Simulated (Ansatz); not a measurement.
Electronic density of states of amorphous Zr$_{20}$O$_{43}$W, density 5.41 g/cm³, on a 2×2×2 Γ-centred mesh with a Gaussian width of 0.1 eV; energies count from the Fermi level, whose place inside the gap is arbitrary. Cell and mesh are small, so fine structure isn't converged. The numbers are results of PBE, scalar-relativistic without spin-orbit coupling (plane waves to 420 eV, PAW; Ansatz, a program for electronic structure), not measurements. Sampling: a 2×2×2 Γ-centred mesh; Fermi-Dirac width 0.02 eV; no spin polarisation. At PBE the levels at both edges of the gap are localised (band-tail or defect states), and the nearest spread-out levels lie 3.8 eV apart at the zone centre.

A CHGNet melt-quench gave the starting glass, which DFT then relaxed. O atoms were pushed apart under 1.9 Å during the dynamics, to hinder bonds among them. The hot cell started wider than the set density and was brought back towards it in steps. It is the lowest in DFT energy of 2 quenches. It is a model cell: composition and starting density were chosen by hand, and all elements were melted together. No dispersion term was used. Its density started from a set value of 5.41 and ended at 5.41 g/cm³. Cooling (nominally 450 K/ps over its main leg) ran many orders faster than in experiment, which tends to leave more defects and strain. Values belong to this one cell and scatter from quench to quench. The volume was held where the preparation left it and the shape relaxed, at a PBE pressure of -1.8 GPa (tension). Stress components on the final sampling reach 1.9 GPa.

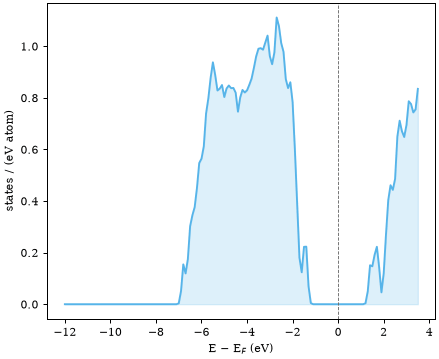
*Density of states per atom*

The gap between localised states on this mesh is 2.76 eV; the broadening fills part of it in the curve.
